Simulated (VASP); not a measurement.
Band structure of Ni₃Al (L1_2). Calculation: rev-vdW-DF2, VASP's PBE PAW potentials (set 64) (plane waves; VASP).

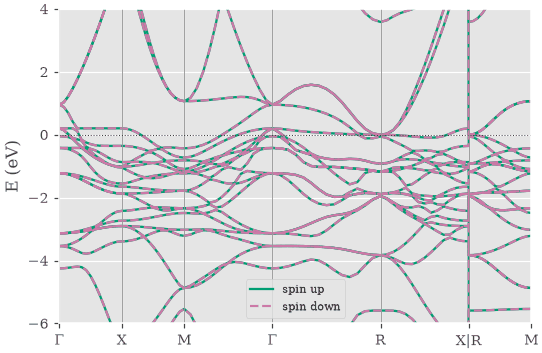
Bands along high-symmetry lines, zero at the valence-band maximum or, without a gap, the Fermi level

Problem. Read the plot: is there a gap, and where are the band edges?

Solution. It has no gap at this level: it comes out as a metal or semimetal. (Edges off the drawn lines would not show.)

The compound is Ni3Al in the L1_2 structure. It was relaxed first.
